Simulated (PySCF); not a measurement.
SMILES C[SiH2][N](C)[GeH3] (C2H11GeNSi) at its GFN2-xTB optimised geometry (Å):

```
16

Si     0.1175     0.1784     0.0000
C     -0.5129     1.9604     0.0000
N     -0.5340    -0.6663     1.3658
C     -0.2203    -2.0823     1.4309
Ge    -0.9483     0.1021     2.9741
H      1.5939     0.1784     0.0000
H     -0.3654    -0.5549    -1.1799
H     -1.5939     1.9991     0.0932
H     -0.0840     2.5380     0.8135
H     -0.2412     2.4479    -0.9298
H      0.8116    -2.2639     1.7492
H     -0.3533    -2.5380     0.4501
H     -0.8854    -2.5803     2.1403
H     -1.5709     1.4343     2.7354
H     -1.9060    -0.8434     3.6397
H      0.2579     0.2531     3.8672
```

Method: PBE0/def2-TZVP run with PySCF. Cells within 0.4 Å of a nucleus heavier than hydrogen are left out (blank, or x).

Map of the electron localisation function on the plane z = 1.5 Å:

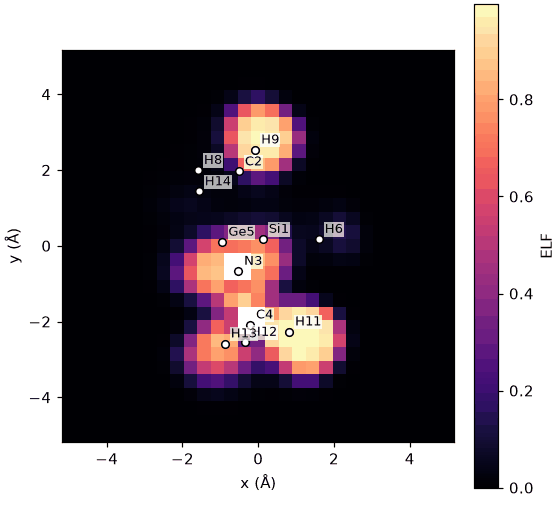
Electron localisation function on the plane z = 1.5 Å.
